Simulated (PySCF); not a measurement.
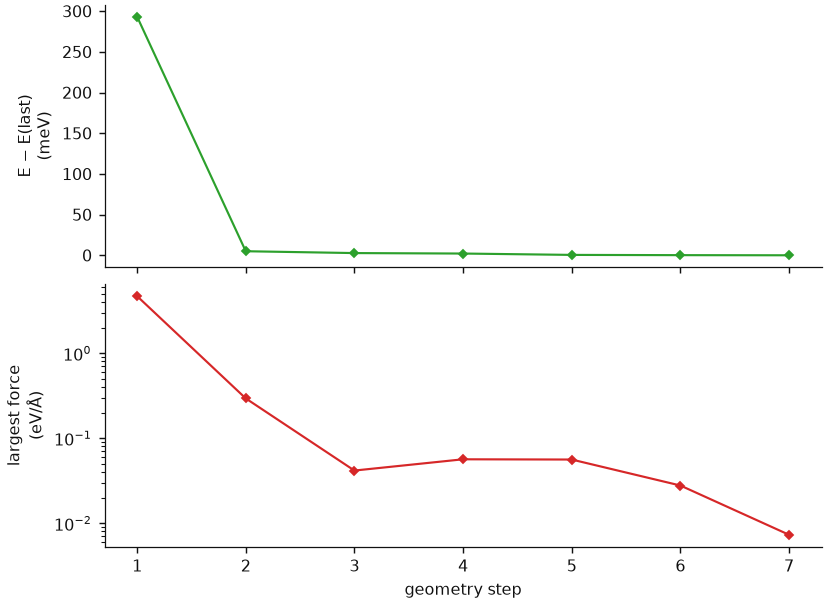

History of a geometry optimisation. The run: F$_{2}$O$_{2}$Se (SMILES O=[Se](=O)(F)F), by PySCF 2.14.0, density fitting, PBE0-D3(BJ)/def2-SVP, geometry optimisation.

The optimisation met its thresholds at geometry 7, counting the start as the first. The energy fell by about 290 meV from the first step to the last. The largest force goes from about 4.7 eV/Å at the start to 7 × 10⁻³ eV/Å at the end.
